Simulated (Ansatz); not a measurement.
Cost and result by functional for the surface energy of the (331) surface of fcc Pt in its 1x1 cell, outermost plane spacing 0.91 Å in the ideal cut, in Ansatz (plane waves, PAW). Single points on the PBE structure, on one kind of machine; costs are rough ratios of the slab run's core time (references not counted) to the cheapest single point. r2SCAN's cost holds its higher cutoff (500 against 420 eV). Differences are taken against r2SCAN for comparison alone: no measured value is at hand, so the table doesn't rank accuracy.

Slab: 12 atoms, 10.0 Å thick at the start (thin: gaps and levels are the slab's own); k 14x6x1, smearing 0.1 eV, dipole-corrected; all atoms relaxed; held to the part of the start's symmetry that mesh and held atoms allow; no spin, no spin-orbit, no U. These notes are the PBE run's.

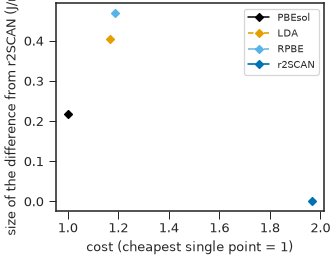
Figure. Difference from r2SCAN against cost

```tsv
functional	relative cost	surface energy (J/m²)	less r2SCAN (J/m²)
PBEsol	1	2.16	0.22
LDA	1	2.35	0.40
RPBE	1	1.48	-0.47
r2SCAN	2	1.94	0.00
PBE (the relaxed run's value)	–	1.74	-0.21
```

The values span 0.87 J/m², while the single points' costs differ by a factor of roughly 2. Differences are of unrounded values.

Ansatz is a program for electronic structure.
